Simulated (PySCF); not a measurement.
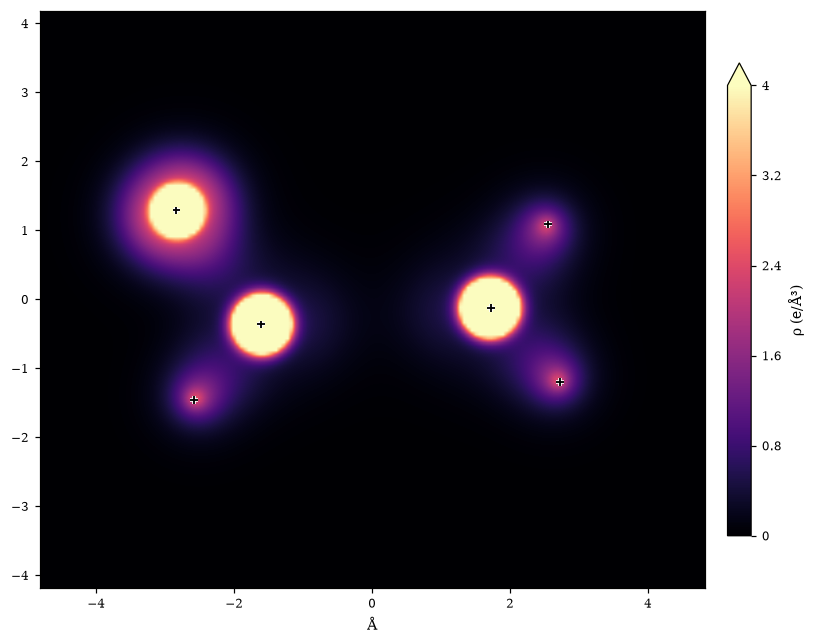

The total electron density on a plane through atoms (crosses mark nuclei in the plane).

These are results of PBE0/pcSseg-1, SCF density, gas phase, non-relativistic (PySCF), not measurements.

Candidates:
A. CH$_{9}$ClSi$_{4}$
B. C$_{3}$H$_{9}$PSi (SMILES P[SiH]1CCC1)
C. C$_{7}$H$_{4}$F$_{2}$O (SMILES C#CC#C/C=C/OC(F)F)

Question: Which candidate gave the map?

Answer: Candidate A: CH$_{9}$ClSi$_{4}$ on the plane of atoms Cl6, Si5 and H15, which holds Si, Cl and H. Si–Cl (2.06 Å): the density is about 0.88 e/Å³ at the midpoint.
